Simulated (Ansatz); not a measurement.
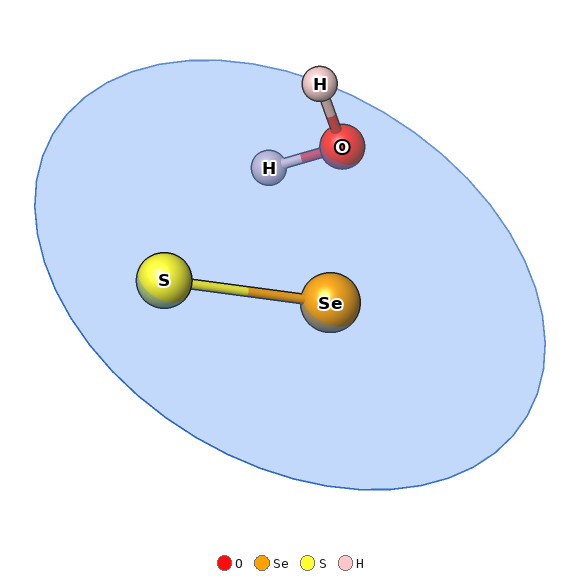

All proper rotation axes (lines) and mirror planes (discs) of the structure are drawn in. Atoms fade into the background with distance from the viewer. The geometry was computed by an optimisation with PBE-D4/def2-SVP. No frequency run is at hand to confirm it as a minimum.

Name the symmetry elements and the point group.

It has 1 mirror plane. Point group Cs. The group has 2 operations. The geometry is achiral, and symmetry allows a dipole moment.
